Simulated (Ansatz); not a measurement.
# BH4NO: the cost of one run

Method: UKS PBE0-D4/STO-3G, in Ansatz 0.2.0.

### 1 Starting point

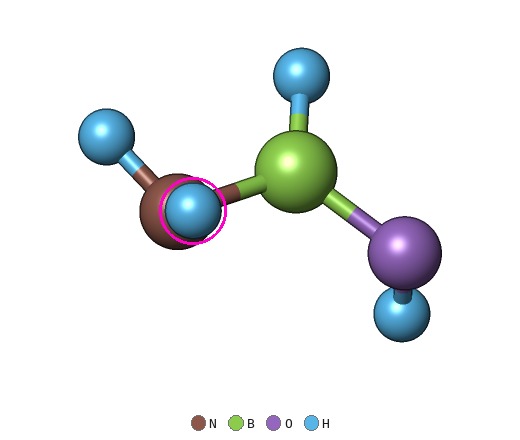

Start, viewed from a free direction; nitrogen brown, boron green, oxygen purple, hydrogen blue. Ringed: H4.

Structure file:

```xyz
7

N    -0.7524    0.0958   -0.7484
B     0.2339    0.1501    0.3507
O     1.0367   -1.0224    0.5726
H    -1.4247   -0.5866   -0.5203
H    -1.3004    1.0494   -0.7444
H     0.3755    1.1291    1.0261
H     1.8927   -0.8834    0.0180
```

### 2 Relaxing end A

Input file input.yaml:

```yaml
crystal:
  periodic: [false, false, false]
  atoms:
    - { symbol: "N", position_ang: [-0.7524, 0.0958, -0.7484] }
    - { symbol: B, position_ang: [0.2339, 0.1501, 0.3507] }
    - { symbol: O, position_ang: [1.0367, -1.0224, 0.5726] }
    - { symbol: H, position_ang: [-1.4247, -0.5866, -0.5203] }
    - { symbol: H, position_ang: [-1.3004, 1.0494, -0.7444] }
    - { symbol: H, position_ang: [0.3755, 1.1291, 1.0261] }
    - { symbol: H, position_ang: [1.8927, -0.8834, 0.018] }
magnetization:
  spin_polarized: true
basis:
  gaussian: { orbitals: STO-3G }
hamiltonian:
  xc: pbe0
  dispersion: d4
relax:
  f_tol: 0.02
  max_steps: 50
output:
  orbitals: {}
```

Command:

```console
ansatz run input.yaml --threads 1 --pin off --max-ram 2048MiB --backend cpu --events-out ev --progress --plain --runs-dir out
```

Q: Estimate wall time and peak memory on 1 thread of Arm Neoverse V1, shared host.

About 12 s, with a peak of 0.12 GiB.
